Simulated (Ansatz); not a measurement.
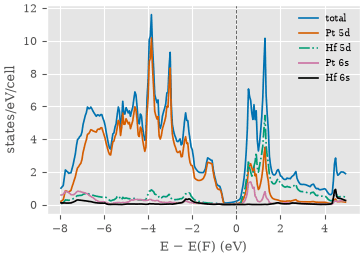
*Total and projected density of states of HfPt$_{3}$ (Cu3Au type, Pm-3m), PBEsol in the plane-wave PAW code Ansatz*

**Question.** Which orbitals carry the states next to the Fermi level?

**Answer.** Within 0.5 eV of the Fermi level: Hf 5d 39 %, Pt 5d 29 %, Pt 6s 13 %, outside the projected shells 18 %. Projections are on Löwdin-orthogonalised atomic valence shells; empty p or d shells of many metals are not among them.

**Question.** Where is the tallest occupied peak in this window, and what makes it?

**Answer.** Near -3.8 eV, about 12 states/eV per cell; the largest projected share is Pt 5d.

The first step of the workflow began from a Materials Project structure, measured or hypothetical; the Crystallography Open Database copy checked does not list it. COD files the formula under space group No. 194. Its standing as an ambient phase is unchecked. Symmetry was held in the PBEsol relaxation; its stability against distortions is not shown here. The run is not spin-polarised. Spin–orbit coupling is left out wherever it is not named.

Potentials: the later of the program's two PAW sets.
